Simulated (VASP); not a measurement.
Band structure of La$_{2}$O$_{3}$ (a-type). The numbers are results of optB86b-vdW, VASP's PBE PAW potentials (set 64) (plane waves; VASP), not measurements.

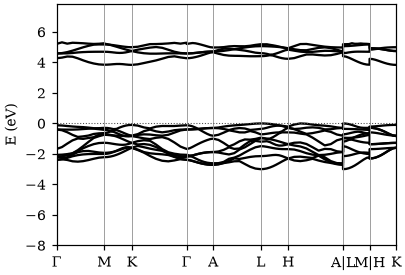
*Bands along high-symmetry lines, zero at the valence-band maximum or, without a gap, the Fermi level*

### Question
Read the plot: is there a gap, and where are the band edges?

### Answer
The gap is indirect, 3.84 eV, from the valence maximum at L to the conduction minimum at K. (Edges off the drawn lines would not show.)

The compound is La2O3 in the a-type structure. It was relaxed first.
